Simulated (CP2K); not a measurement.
**C3H4FS (SMILES CC1(F)[CH]S1) at PM6**

Aim: the energy difference between two shapes of C3H4FS at PM6, from 2 runs. 

Program for the calculation: CP2K 2026.2.

2 further runs of the same task are left out: 1 that didn't finish, 1 set aside as unsound or not needed.

**1. The structure to begin with**

The species is C3H4FS (9 atoms), meant as a doublet with charge 0. SMILES: `CC1(F)[CH]S1`. Geometry: relaxed at GFN2-xTB.

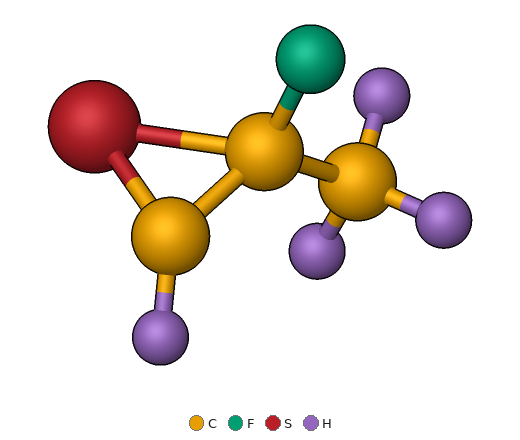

Viewed from a chosen angle; carbon amber, fluorine teal, sulfur red, hydrogen purple.

**2. Energy and forces at PM6**

Contents of mol.inp:

```
&GLOBAL
    PROJECT mol
    RUN_TYPE ENERGY_FORCE
    PRINT_LEVEL MEDIUM
&END GLOBAL
&FORCE_EVAL
    METHOD QS
    &DFT
        MULTIPLICITY 2
        UKS T
        &QS
            METHOD PM6
            EPS_DEFAULT 1.0E-10
            &SE
                &COULOMB
                    CUTOFF [angstrom] 50
                    RC_RANGE [angstrom] 0
                &END COULOMB
                &EXCHANGE
                    CUTOFF [angstrom] 50
                    RC_RANGE [angstrom] 0
                &END EXCHANGE
            &END SE
        &END QS
        &POISSON
            PERIODIC NONE
            POISSON_SOLVER ANALYTIC
        &END POISSON
        &SCF
            SCF_GUESS ATOMIC
            EPS_SCF 1.0E-06
            MAX_SCF 80
            ADDED_MOS 2
            &DIAGONALIZATION
                ALGORITHM STANDARD
            &END DIAGONALIZATION
            &MIXING
                METHOD DIRECT_P_MIXING
                ALPHA 0.4
            &END MIXING
        &END SCF
        &PRINT
            &MOMENTS
                PERIODIC F
                REFERENCE COM
                MAX_MOMENT 1
            &END MOMENTS
            &MO ON
                ENERGIES T
                OCCUPATION_NUMBERS T
                NDIGITS 6
                &EACH
                    QS_SCF 0
                &END EACH
                ADD_LAST NUMERIC
            &END MO
            &HIRSHFELD OFF
            &END HIRSHFELD
        &END PRINT
    &END DFT
    &SUBSYS
        &CELL
            ABC 12.3 13.5 13.5
            PERIODIC NONE
        &END CELL
        &COORD
            C     -0.179580    -0.990360    -0.396310
            C      0.300350     0.419550    -0.201770
            F      1.300000     0.719290    -1.080790
            C      0.264880     1.185700     1.022040
            S     -0.942230     1.789730    -0.045310
            H     -1.015130    -1.196560     0.266620
            H      0.637210    -1.676580    -0.174860
            H     -0.488590    -1.141830    -1.428950
            H      0.123090     0.891070     2.039340
        &END COORD
        &TOPOLOGY
            &CENTER_COORDINATES
            &END CENTER_COORDINATES
        &END TOPOLOGY
    &END SUBSYS
    &PRINT
        &FORCES ON
        &END FORCES
    &END PRINT
&END FORCE_EVAL
```

Launch:

```
$ OMP_NUM_THREADS=1 cp2k.psmp -i mol.inp > mol.out 2>&1
```

The program printed:

```text
CP2K| version string:                                       CP2K version 2026.2
[...]
 GLOBAL| Method name                                                        CP2K
[...]
 GLOBAL| Run type                                                   ENERGY_FORCE
[...]
                             - Atoms:                                          9
[...]
                             - Spherical basis functions:                     29
[...]
 Number of electrons:                                                         15
[...]
     1 P_Mix/Diag. 0.40E+00    0.0     0.39425846       -32.9140314585 -3.29E+01
[...]
    30 DIIS/Diag.  0.20E-06    0.0     0.00000094       -39.1432333526 -9.19E-12
  *** SCF run converged in    30 steps ***
  Core-core repulsion energy [eV]:                           2120.35582998975633
  Core Hamiltonian energy [eV]:                             -1720.73231932046292
  Two-electron integral energy [eV]:                        -2929.53011762486494
  Electronic energy [eV]:                                   -3185.49737813289539
  Total energy [eV]:                                        -1065.14154814313929
  Atomic reference energy [eV]:                              1065.46059873684885
  Heat of formation [kcal/mol]:                                 7.35748205996888
[...]
 SE_DIPOLE| Moment [Debye]          1.11090196       2.08997229      -0.66979509
 SE_DIPOLE| Derivative [a.u.]       0.00000000       0.00000000       0.00000000
 ENERGY| Total FORCE_EVAL ( QS ) energy [hartree]            -39.143233352557409
 FORCES| Atomic forces [hartree/bohr]
 FORCES|   Atom     x               y               z               |f|
 FORCES|      1  8.56279837E-03  1.71888298E-02  4.77817203E-03   1.97890958E-02
 FORCES|      2  2.22864521E-02 -1.28919367E-02 -2.82307078E-02   3.82081253E-02
 FORCES|      3 -1.11439914E-02 -6.32843745E-04  1.05642016E-02   1.53685195E-02
 FORCES|      4 -2.22877647E-02 -1.22372034E-02  2.08101480E-02   3.28565954E-02
 FORCES|      5 -7.28941282E-03  1.91010641E-02 -7.71515687E-03   2.18519984E-02
 FORCES|      6 -5.66279432E-03 -5.44405340E-03  2.55359981E-03   8.25989279E-03
 FORCES|      7  2.63663206E-03 -8.31164036E-03  9.88603894E-04   8.77567842E-03
 FORCES|      8 -3.50723931E-03 -4.50062858E-03 -5.63691125E-03   8.02067040E-03
 FORCES|      9  1.64053201E-02  7.72841237E-03  1.88805060E-03   1.82325977E-02
 FORCES| Sum     7.28583860E-16  1.33573708E-16  5.96744876E-16
 FORCES| Total atomic force                                       9.51199676E-16
[...]
```

Wall time 0.9 s (1 thread of Intel Xeon 6975P-C (Granite Rapids), shared host); peak memory 0.19 GiB.

**3. The distorted shape at the same level**

Contents of calc.inp:

```
&global
   project_name calc
   run_type ENERGY_FORCE
   print_level MEDIUM
&end global
&force_eval
   method QUICKSTEP
   &dft
      multiplicity 2
      uks T
      # Quickstep
      &qs
         method PM6
         eps_default 1.0E-10
         &se
            &coulomb
               cutoff [angstrom] 50
               rc_range [angstrom] 0
            &end coulomb
            &exchange
               cutoff [angstrom] 50
               rc_range [angstrom] 0
            &end exchange
         &end se
      &end qs
      &poisson
         periodic NONE
         poisson_solver ANALYTIC
      &end poisson
      &scf
         scf_guess ATOMIC
         eps_scf 1.0E-06
         max_scf 80
         added_mos 2
         &diagonalization
            algorithm STANDARD
         &end diagonalization
         &mixing
            method DIRECT_P_MIXING
            alpha 0.4
         &end mixing
      &end scf
      # extra output
      &print
         &moments
            periodic F
            reference COM
            max_moment 1
         &end moments
         &mo ON
            energies T
            occupation_numbers T
            ndigits 6
            &each
               qs_scf 0
            &end each
            add_last NUMERIC
         &end mo
         &hirshfeld OFF
         &end hirshfeld
      &end print
   &end dft
   # atoms, cell and kinds
   &subsys
      &cell
         abc 12.4 13.6 13.5
         periodic NONE
      &end cell
      &coord
         C     -0.213885    -1.033011    -0.284078
         C      0.435682     0.433290    -0.275542
         F      1.259710     0.577874    -1.117815
         C      0.264344     1.248518     1.043989
         S     -0.892142     1.902491    -0.130127
         H     -1.096586    -1.258561     0.166794
         H      0.641510    -1.676572    -0.240954
         H     -0.436830    -1.202925    -1.571055
         H      0.081806     1.003395     1.975636
      &end coord
      &topology
         &center_coordinates
         &end center_coordinates
      &end topology
   &end subsys
   # extra output
   &print
      &forces ON
      &end forces
   &end print
&end force_eval
```

Launch:

```
$ OMP_NUM_THREADS=1 cp2k.psmp calc.inp > calc.out
```

The program printed:

```text
CP2K| version string:                                       CP2K version 2026.2
[...]
 GLOBAL| Method name                                                        CP2K
[...]
 GLOBAL| Run type                                                   ENERGY_FORCE
[...]
                             - Atoms:                                          9
[...]
                             - Spherical basis functions:                     29
[...]
 Number of electrons:                                                         15
[...]
     1 P_Mix/Diag. 0.40E+00    0.0     0.42811379       -32.9030505516 -3.29E+01
[...]
    29 DIIS/Diag.  0.34E-06    0.0     0.00000086       -39.0780618151  4.10E-12
  *** SCF run converged in    29 steps ***
  Core-core repulsion energy [eV]:                           2102.85345254013555
  Core Hamiltonian energy [eV]:                             -1714.67484102517142
  Two-electron integral energy [eV]:                        -2903.09350387366794
  Electronic energy [eV]:                                   -3166.22159296200562
  Total energy [eV]:                                        -1063.36814042187007
  Atomic reference energy [eV]:                              1065.46059873684885
  Heat of formation [kcal/mol]:                                48.25323888191784
[...]
 SE_DIPOLE| Moment [Debye]         -0.12083615       2.58140110       0.39490519
 SE_DIPOLE| Derivative [a.u.]       0.00000000       0.00000000       0.00000000
 ENERGY| Total FORCE_EVAL ( QS ) energy [hartree]            -39.078061815137787
 FORCES| Atomic forces [hartree/bohr]
 FORCES|   Atom     x               y               z               |f|
 FORCES|      1  4.35845509E-02  4.98447294E-02 -1.16710565E-01   1.34184448E-01
 FORCES|      2 -1.69824695E-01 -3.53266388E-02  1.73496589E-01   2.45335413E-01
 FORCES|      3  1.21461968E-01  3.07529759E-02 -1.13128523E-01   1.68810006E-01
 FORCES|      4 -1.27414707E-02 -1.63440534E-02 -9.60384837E-02   9.82489873E-02
 FORCES|      5  2.34040911E-02 -1.23578675E-02  4.38190405E-03   2.68266556E-02
 FORCES|      6 -1.95744011E-02 -5.52721281E-04  2.17751308E-02   2.92851328E-02
 FORCES|      7  1.01315461E-03 -1.64013436E-02  1.49982761E-02   2.22481200E-02
 FORCES|      8  4.77549088E-03  8.07192571E-03  7.07566102E-02   7.13754803E-02
 FORCES|      9  7.90131104E-03 -7.68700640E-03  4.04690614E-02   4.19436016E-02
 FORCES| Sum     1.38777878E-16  9.08995101E-16 -4.99600361E-16
 FORCES| Total atomic force                                       1.04648551E-15
[...]
```

Run time: 0.93 s. Hardware: 1 thread of Intel Xeon 6975P-C (Granite Rapids), shared host; peak memory 0.18 GiB.

**4. Outcome**

Level: PM6.

```
                                                  quantity          value
                                 first shape: total energy   -39.14323 Eh
                                first shape: dipole moment         2.46 D
           first shape: HOMO energy (highest over α and β)       -9.18 eV
            first shape: LUMO energy (lowest over α and β)       -0.80 eV
    first shape: heat of formation at this unrelaxed shape   7.4 kcal/mol
                     first shape: largest force on an atom     1.965 eV/Å
                             distorted shape: total energy   -39.07806 Eh
                            distorted shape: dipole moment         2.61 D
       distorted shape: HOMO energy (highest over α and β)       -8.96 eV
        distorted shape: LUMO energy (lowest over α and β)       -0.60 eV
distorted shape: heat of formation at this unrelaxed shape  48.3 kcal/mol
                 distorted shape: largest force on an atom    12.616 eV/Å
                    energy change with the atoms displaced       1.773 eV
```

With the atoms displaced the energy rises by 1.77 eV (41 kcal/mol). The first shape isn't relaxed at this level, so the change isn't measured from a minimum. The largest force (first shape) is 1.96 eV/Å: the shape isn't a stationary point for this species at this level.
